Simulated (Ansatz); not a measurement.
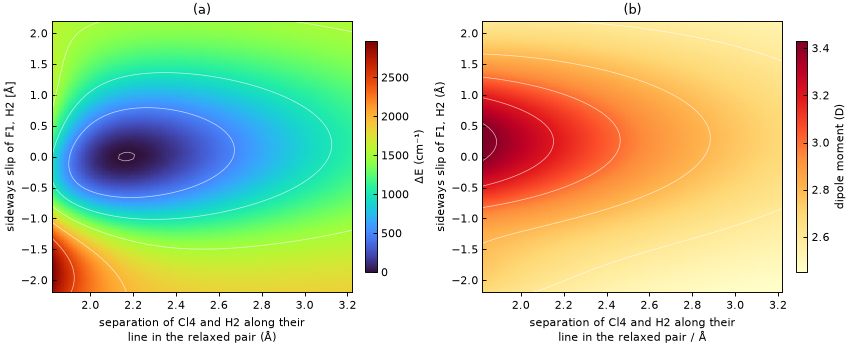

The pair FH···CH₃Cl. 
- The first coordinate is: separation of Cl4 and H2 along their line in the relaxed pair; the second: sideways slip of F1, H2.
- Nothing is relaxed (both partners rigid).
- Grid: 11 × 11 points.
- Points are written as (first, second).
- All energies are given in cm⁻¹ relative to the lowest grid point.
- Method: RKS PBE0-D4/def2-TZVPD in Ansatz.

Panel (a) is the energy and panel (b) the computed dipole moment on the same grid.

In the figure: a smooth colour map with a few white contour lines. Between grid points the surface is interpolated.

**How does the dipole moment vary over the map, and what is it at the lowest grid point?**

Leaving out the highest fifth of the energies, it runs from 2.53 D at (3.221 Å, 2.20 Å) to 3.43 D at (1.821 Å, 0.44 Å). At the lowest grid point, (2.209 Å, 0.00 Å), it is 3.14 D.

| second ↓, first → | 1.821 | 1.877 | 1.968 | 2.081 | 2.209 | 2.352 | 2.506 | 2.671 | 2.846 | 3.029 | 3.221 |
| --- | --- | --- | --- | --- | --- | --- | --- | --- | --- | --- | --- |
| 2.20 | 2.60 | 2.60 | 2.60 | 2.60 | 2.60 | 2.59 | 2.58 | 2.57 | 2.56 | 2.54 | 2.53 |
| 1.76 | 2.76 | 2.75 | 2.75 | 2.74 | 2.72 | 2.70 | 2.68 | 2.65 | 2.63 | 2.60 | 2.58 |
| 1.32 | 2.98 | 2.97 | 2.95 | 2.92 | 2.88 | 2.84 | 2.79 | 2.75 | 2.70 | 2.66 | 2.63 |
| 0.88 | 3.24 | 3.22 | 3.17 | 3.11 | 3.04 | 2.97 | 2.90 | 2.84 | 2.77 | 2.72 | 2.67 |
| 0.44 | 3.43 | 3.39 | 3.32 | 3.24 | 3.15 | 3.06 | 2.97 | 2.89 | 2.81 | 2.75 | 2.69 |
| 0.00 | 3.42 | 3.38 | 3.31 | 3.23 | 3.14 | 3.05 | 2.96 | 2.88 | 2.80 | 2.74 | 2.68 |
| −0.44 | 3.22 | 3.19 | 3.14 | 3.08 | 3.02 | 2.95 | 2.88 | 2.81 | 2.75 | 2.69 | 2.65 |
| −0.88 | 2.97 | 2.96 | 2.93 | 2.89 | 2.85 | 2.81 | 2.76 | 2.71 | 2.67 | 2.63 | 2.60 |
| −1.32 | 2.82 | 2.80 | 2.78 | 2.75 | 2.72 | 2.69 | 2.66 | 2.62 | 2.59 | 2.57 | 2.54 |
| −1.76 | 2.76 | 2.74 | 2.71 | 2.67 | 2.64 | 2.61 | 2.58 | 2.55 | 2.53 | 2.51 | 2.49 |
| −2.20 | 2.67 | 2.65 | 2.63 | 2.59 | 2.56 | 2.53 | 2.51 | 2.49 | 2.47 | 2.46 | 2.45 |
